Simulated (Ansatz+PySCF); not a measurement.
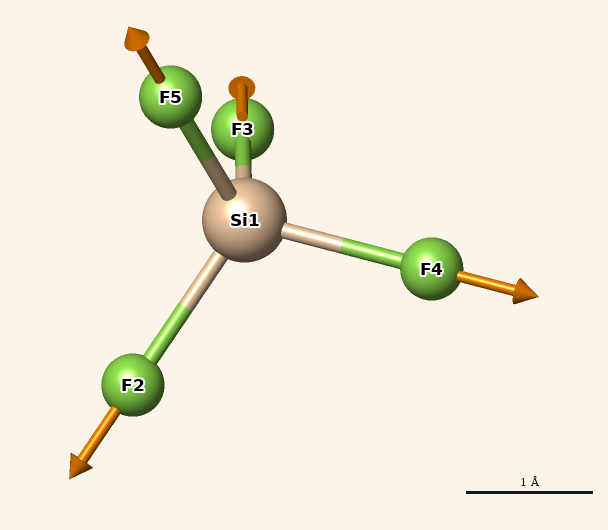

(Drawn from a calculation with Ansatz+PySCF.)

Arrows show the forces on the atoms, 1 Å of arrow for 1 eV/Å; forces under a tenth of the largest aren't drawn. Level of theory: R-PBE/def2-SVP (Ansatz).

List the force components in the frame of the picture (x right, y up, z towards the viewer), in eV/Å.

```
atom     Fx     Fy     Fz
 Si1   0.00   0.00   0.00
  F2  −0.38  −0.56  −0.03
  F3  −0.01   0.31  −0.61
  F4   0.64  −0.17   0.16
  F5  −0.25   0.42   0.47
```
